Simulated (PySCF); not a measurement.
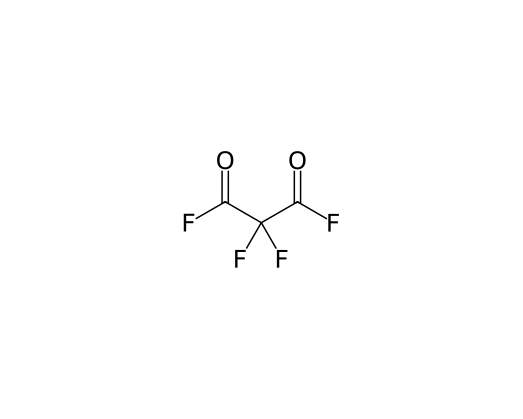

Computed geometry: GFN2-xTB optimisation. No frequency run is at hand to confirm it as a minimum. Level of theory: PBE0/def2-SVPD, gas phase (PySCF 2.14.0). Excitations: vertical, linear response.

**What is the HOMO energy (Kohn–Sham orbital)?**

−10.15 eV.

**Estimate the LUMO energy (Kohn–Sham orbital).**

−2.93 eV.

**Estimate the dipole moment.**

0.30 D.

**Give the brightest of the 8 lowest singlets at this level.**

8.61 eV.
